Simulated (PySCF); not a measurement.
# C: excitation energies in x2c-QZVPPall plus 1 even-tempered diffuse shell per l

Each state of carbon is computed at each level; their differences give the excitation energy. How far do the methods differ?

The numbers are computed with PySCF 2.14.0 (unrestricted determinants in a Gaussian basis, no spin-orbit coupling in the energies), except any that are marked as measured or tabulated.

### Step 1. The atom as given

```
Element                                   : carbon (Z = 6)
Basis                                     : x2c-QZVPPall with one added diffuse shell each of s, p, d, f type (8s5p4d3f1g, 73 functions)
Hamiltonian                               : the spin-free X2C one-electron Hamiltonian (Gaussian nucleus)
State 1                                   : C: [He] 2s1 2p2 3s1, high-spin 5P determinant (an excited configuration)
State 2                                   : C: [He] 2s2 2p1 3s1, high-spin 3P determinant (an excited configuration)
State 3                                   : C: [He] 2s2 2p1 3s1, 3s spin antiparallel (an excited configuration)
Needed too, but not shown                 : C [He] 2s2 2p2 (3P)
Methods                                   : CCSD(T)
Core shells frozen in the correlated runs : valence and next inner shell: nothing (for C)
```

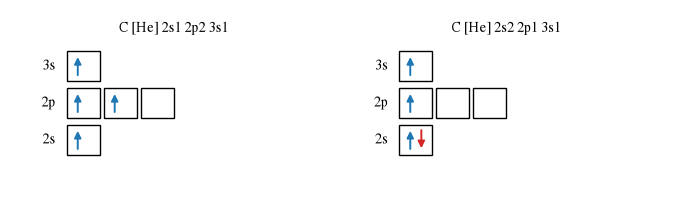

Outer shells as boxes.

One driver process ran all states and methods and kept the integrals in memory. Each run is shown as a PySCF script that sums up its settings (the driver passes frozen orbitals as a list and adds second-order terms of double hybrids); the logs are those of the runs themselves. The driver starts from symmetry-adapted Hartree-Fock orbitals, holds the occupation by maximum overlap and uses a logarithmic radial grid for functionals, so a plain start would take other cycles.

The integrals over 73 functions and the set-up took 0.33 s of CPU time.

### Step 2. C [He] 2s1 2p2 3s1: CCSD(T) (valence and next inner shell)

Level: CCSD(T) (valence and next inner shell).

The input, input.py:

```python
from pyscf import gto, scf, dft, mp, cc
import basis_set_exchange as bse
mol = gto.M(atom="C 0 0 0", charge=0, spin=4, symmetry="D2h",
            basis=gto.basis.parse(bse.get_basis("x2c-QZVPPall", elements=["C"], fmt="nwchem", augment_diffuse=1)),
            nucmod="G")
mf = scf.UHF(mol).sfx2c1e()
mf.irrep_nelec = {'Ag': (3, 1), 'B1u': (1, 0), 'B2u': (1, 0)}
mf.kernel()
mycc = cc.CCSD(mf, frozen=0).run()
mycc.ccsd_t()
```

Output:

```text
CC2 = 0
CCSD nocc = (np.int64(5), np.int64(1)), nmo = (73, 73)
frozen orbitals [[], []]
max_cycle = 100
direct = 0
conv_tol = 1e-08
conv_tol_normt = 1e-06
diis_space = 8
diis_start_cycle = 0
Init t2, MP2 energy = -0.0370304130771664
Init E_corr(UCCSD) = -0.0370304130774324
cycle = 1  E_corr(UCCSD) = -0.0421359601082264  dE = -0.00510554703  norm(t1,t2) = 0.0235554
cycle = 2  E_corr(UCCSD) = -0.0433501508855234  dE = -0.00121419078  norm(t1,t2) = 0.0106489
cycle = 3  E_corr(UCCSD) = -0.044090923361522  dE = -0.000740772476  norm(t1,t2) = 0.00609624
cycle = 4  E_corr(UCCSD) = -0.0440268467570005  dE = 6.40766045e-05  norm(t1,t2) = 0.00287563
cycle = 5  E_corr(UCCSD) = -0.0441121789192924  dE = -8.53321623e-05  norm(t1,t2) = 0.00143517
cycle = 6  E_corr(UCCSD) = -0.0441023546751778  dE = 9.82424411e-06  norm(t1,t2) = 0.000255332
cycle = 7  E_corr(UCCSD) = -0.0441067597280037  dE = -4.40505283e-06  norm(t1,t2) = 5.93459e-05
cycle = 8  E_corr(UCCSD) = -0.04410647928153  dE = 2.80446474e-07  norm(t1,t2) = 3.26688e-05
cycle = 9  E_corr(UCCSD) = -0.0441057757892462  dE = 7.03492284e-07  norm(t1,t2) = 2.90388e-05
cycle = 10  E_corr(UCCSD) = -0.0441059343795536  dE = -1.58590307e-07  norm(t1,t2) = 2.46112e-06
cycle = 11  E_corr(UCCSD) = -0.0441059561116292  dE = -2.17320757e-08  norm(t1,t2) = 6.62497e-07
cycle = 12  E_corr(UCCSD) = -0.0441059513877441  dE = 4.72388514e-09  norm(t1,t2) = 2.05849e-07
UCCSD converged
E(UCCSD) = -37.34755011179534  E_corr = -0.04410595138774408
UCCSD(T) correction = -0.000275206646552357
```

CPU time 15 s on a shared host, the integrals not counted.

CCSD correlation -0.04411 hartree, triples -0.00028; total -37.347825. T1 = 0.006, largest double amplitude 0.030.

### Step 3. C [He] 2s2 2p1 3s1, at CCSD(T) (valence and next inner shell)

Level: CCSD(T) (valence and next inner shell).

The input, input.py:

```python
from pyscf import gto, scf, dft, mp, cc
import basis_set_exchange as bse
mol = gto.M(atom="C 0 0 0", charge=0, spin=2, symmetry="D2h",
            basis=gto.basis.parse(bse.get_basis("x2c-QZVPPall", elements=["C"], fmt="nwchem", augment_diffuse=1)),
            nucmod="G")
mf = scf.UHF(mol).sfx2c1e()
mf.irrep_nelec = {'Ag': (3, 2), 'B2u': (1, 0)}
mf.kernel()
mycc = cc.CCSD(mf, frozen=0).run()
mycc.ccsd_t()
```

Output:

```text
CC2 = 0
CCSD nocc = (np.int64(4), np.int64(2)), nmo = (73, 73)
frozen orbitals [[], []]
max_cycle = 100
direct = 0
conv_tol = 1e-08
conv_tol_normt = 1e-06
diis_space = 8
diis_start_cycle = 0
Init t2, MP2 energy = -0.0806908985127482
Init E_corr(UCCSD) = -0.080690898513014
cycle = 1  E_corr(UCCSD) = -0.0951874696792736  dE = -0.0144965712  norm(t1,t2) = 0.0576712
cycle = 2  E_corr(UCCSD) = -0.100627990968866  dE = -0.00544052129  norm(t1,t2) = 0.029835
cycle = 3  E_corr(UCCSD) = -0.105693054106371  dE = -0.00506506314  norm(t1,t2) = 0.0179868
cycle = 4  E_corr(UCCSD) = -0.105884640016365  dE = -0.00019158591  norm(t1,t2) = 0.00870335
cycle = 5  E_corr(UCCSD) = -0.106420517599445  dE = -0.000535877583  norm(t1,t2) = 0.00481655
cycle = 6  E_corr(UCCSD) = -0.106257859451813  dE = 0.000162658148  norm(t1,t2) = 0.00183592
cycle = 7  E_corr(UCCSD) = -0.106284289292039  dE = -2.64298402e-05  norm(t1,t2) = 0.00123459
cycle = 8  E_corr(UCCSD) = -0.106340698923331  dE = -5.64096313e-05  norm(t1,t2) = 0.00264906
cycle = 9  E_corr(UCCSD) = -0.10635966942492  dE = -1.89705016e-05  norm(t1,t2) = 0.000345786
cycle = 10  E_corr(UCCSD) = -0.106345362578796  dE = 1.43068461e-05  norm(t1,t2) = 0.000126918
cycle = 11  E_corr(UCCSD) = -0.106345422809641  dE = -6.0230844e-08  norm(t1,t2) = 5.40266e-05
cycle = 12  E_corr(UCCSD) = -0.106346594980036  dE = -1.1721704e-06  norm(t1,t2) = 2.14709e-05
cycle = 13  E_corr(UCCSD) = -0.106346216039697  dE = 3.78940339e-07  norm(t1,t2) = 9.13132e-06
cycle = 14  E_corr(UCCSD) = -0.106346118668739  dE = 9.73709576e-08  norm(t1,t2) = 3.4571e-06
cycle = 15  E_corr(UCCSD) = -0.106346271195878  dE = -1.52527139e-07  norm(t1,t2) = 1.51148e-06
cycle = 16  E_corr(UCCSD) = -0.106346276559776  dE = -5.36389794e-09  norm(t1,t2) = 1.02221e-06
cycle = 17  E_corr(UCCSD) = -0.106346293638785  dE = -1.70790089e-08  norm(t1,t2) = 1.47309e-06
cycle = 18  E_corr(UCCSD) = -0.106346306691723  dE = -1.30529384e-08  norm(t1,t2) = 1.23014e-06
cycle = 19  E_corr(UCCSD) = -0.106346300520499  dE = 6.17122388e-09  norm(t1,t2) = 2.32744e-07
UCCSD converged
E(UCCSD) = -37.54031389688719  E_corr = -0.1063463005204994
UCCSD(T) correction = -0.0026620703836012
```

CPU time 18 s on a shared host, the integrals not counted.

CCSD correlation -0.10635 hartree, triples -0.00266; total -37.542976. T1 = 0.013, largest double amplitude 0.124.

### Step 4. C [He] 2s2 2p1 3s1, s spin flipped: CCSD(T) (valence and next inner shell)

Level: CCSD(T) (valence and next inner shell).

The input, input.py:

```python
from pyscf import gto, scf, dft, mp, cc
import basis_set_exchange as bse
mol = gto.M(atom="C 0 0 0", charge=0, spin=0, symmetry="D2h",
            basis=gto.basis.parse(bse.get_basis("x2c-QZVPPall", elements=["C"], fmt="nwchem", augment_diffuse=1)),
            nucmod="G")
mf = scf.UHF(mol).sfx2c1e()
mf.irrep_nelec = {'Ag': (2, 3), 'B2u': (1, 0)}
mf.kernel()
mycc = cc.CCSD(mf, frozen=0).run()
mycc.ccsd_t()
```

Output:

```text
CC2 = 0
CCSD nocc = (np.int64(3), np.int64(3)), nmo = (73, 73)
frozen orbitals [[], []]
max_cycle = 100
direct = 0
conv_tol = 1e-08
conv_tol_normt = 1e-06
diis_space = 8
diis_start_cycle = 0
Init t2, MP2 energy = -0.0808429892481184
Init E_corr(UCCSD) = -0.0808429892482992
cycle = 1  E_corr(UCCSD) = -0.095530855225071  dE = -0.014687866  norm(t1,t2) = 0.0582027
cycle = 2  E_corr(UCCSD) = -0.101087393516827  dE = -0.00555653829  norm(t1,t2) = 0.0299644
cycle = 3  E_corr(UCCSD) = -0.106412772210685  dE = -0.00532537869  norm(t1,t2) = 0.0173719
cycle = 4  E_corr(UCCSD) = -0.106449026143096  dE = -3.62539324e-05  norm(t1,t2) = 0.00632614
cycle = 5  E_corr(UCCSD) = -0.106742317541854  dE = -0.000293291399  norm(t1,t2) = 0.00375849
cycle = 6  E_corr(UCCSD) = -0.10673717221909  dE = 5.14532276e-06  norm(t1,t2) = 0.00442648
cycle = 7  E_corr(UCCSD) = -0.106591180617708  dE = 0.000145991601  norm(t1,t2) = 0.00428847
cycle = 8  E_corr(UCCSD) = -0.106791125965569  dE = -0.000199945348  norm(t1,t2) = 0.00225298
cycle = 9  E_corr(UCCSD) = -0.106788960169878  dE = 2.16579569e-06  norm(t1,t2) = 0.00203336
cycle = 10  E_corr(UCCSD) = -0.106764408018445  dE = 2.45521514e-05  norm(t1,t2) = 0.00344229
[... 17 lines left out ...]
cycle = 28  E_corr(UCCSD) = -0.106833048369294  dE = 9.11234685e-10  norm(t1,t2) = 2.32129e-06
cycle = 29  E_corr(UCCSD) = -0.106833043720219  dE = 4.64907528e-09  norm(t1,t2) = 1.83939e-06
cycle = 30  E_corr(UCCSD) = -0.106833041189723  dE = 2.53049545e-09  norm(t1,t2) = 2.03202e-06
cycle = 31  E_corr(UCCSD) = -0.106833027204571  dE = 1.39851525e-08  norm(t1,t2) = 1.86084e-06
cycle = 32  E_corr(UCCSD) = -0.106833069956226  dE = -4.27516553e-08  norm(t1,t2) = 1.96126e-06
cycle = 33  E_corr(UCCSD) = -0.106833057917495  dE = 1.2038731e-08  norm(t1,t2) = 1.76463e-06
cycle = 34  E_corr(UCCSD) = -0.106833079522869  dE = -2.16053738e-08  norm(t1,t2) = 6.2442e-06
cycle = 35  E_corr(UCCSD) = -0.106833079286629  dE = 2.36240125e-10  norm(t1,t2) = 2.41624e-06
cycle = 36  E_corr(UCCSD) = -0.106833047472674  dE = 3.18139546e-08  norm(t1,t2) = 8.65623e-07
cycle = 37  E_corr(UCCSD) = -0.106833041384819  dE = 6.08785479e-09  norm(t1,t2) = 7.10454e-07
UCCSD converged
E(UCCSD) = -37.53601091349454  E_corr = -0.1068330413848193
UCCSD(T) correction = -0.00273262013951659
```

CPU time 27 s on a shared host, the integrals not counted.

CCSD correlation -0.10683 hartree, triples -0.00273; total -37.538744. T1 = 0.012, largest double amplitude 0.122.

With the s spin flipped the determinant is a mixture of two multiplicities, not a spectroscopic state.

### Step 5. Differences of total energies

Excitation energy: C [He] 2s2 2p2 (3P) → C [He] 2s1 2p2 3s1 (5P).

| method | value (eV) | less CCSD(T) (valence and next inner shell) (eV) |
| --- | --- | --- |
| UHF | 11.026 | -1.913 |
| MP2 (valence and next inner shell) | 12.536 | -0.402 |
| SCS-MP2 (valence and next inner shell) | 12.909 | -0.030 |
| CCSD (valence and next inner shell) | 12.876 | -0.063 |
| CCSD(T) (valence and next inner shell) | 12.939 | +0.000 |

Excitation energy: C [He] 2s2 2p2 (3P) → C [He] 2s2 2p1 3s1 (3P).

| method | value (eV) | error (eV) |
| --- | --- | --- |
| UHF | 7.474 | -0.007 |
| MP2 (valence and next inner shell) | 7.797 | +0.315 |
| SCS-MP2 (valence and next inner shell) | 7.689 | +0.207 |
| CCSD (valence and next inner shell) | 7.630 | +0.149 |
| CCSD(T) (valence and next inner shell) | 7.628 | +0.147 |

Reference: 7.482 eV (measured; NIST levels, between the centres of gravity of the two terms). Errors of the correlated levels include the incompleteness of this basis.

Excitation energy: C [He] 2s2 2p2 (3P) → C [He] 2s2 2p1 3s1, s spin flipped.

| method | value (eV) |
| --- | --- |
| UHF | 7.605 |
| MP2 (valence and next inner shell) | 7.923 |
| SCS-MP2 (valence and next inner shell) | 7.799 |

The upper determinant mixes two multiplicities, so it lies between the two terms.

The differences also use runs on C [He] 2s2 2p2 (3P), which are not shown here. The runs at UHF, MP2 (valence and next inner shell) are not shown; their differences are listed all the same.

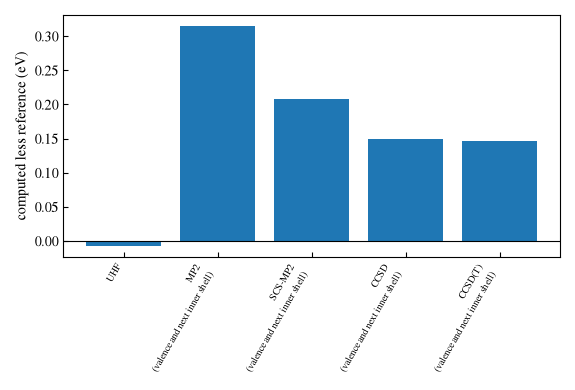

Computed less reference values by method.

### Step 6. What came out

| quantity | value |
| --- | --- |
| excitation energy, C → [He] 2s1 2p2 3s1 | UHF 11.026, CCSD(T) (valence and next inner shell) 12.939 eV |
| excitation energy, C → [He] 2s2 2p1 3s1 | UHF 7.474, CCSD(T) (valence and next inner shell) 7.628 eV; reference 7.482 |
| excitation energy, C → [He] 2s2 2p1 3s1, s spin flipped | UHF 7.605, MP2 (valence and next inner shell) 7.923 eV |

Accuracy by level (over 1 difference):

| method | mean absolute miss against the measured value (with the measured fine structure taken into account where it is known) (eV) |
| --- | --- |
| UHF | 0.007 |
| MP2 (valence and next inner shell) | 0.315 |
| SCS-MP2 (valence and next inner shell) | 0.207 |
| CCSD (valence and next inner shell) | 0.149 |
| CCSD(T) (valence and next inner shell) | 0.147 |

**Reading.** The coupled-cluster values of one difference were set aside by the checks on these runs and are not quoted; the lower level shown rests on the same reference and is no safer. Against experiment UHF comes closest (off by 0.01 eV) and MP2 (valence and next inner shell) is farthest (0.31 eV). In a finite basis a lower level can come nearest by cancelling errors. The basis is finite, and no extrapolation was made.
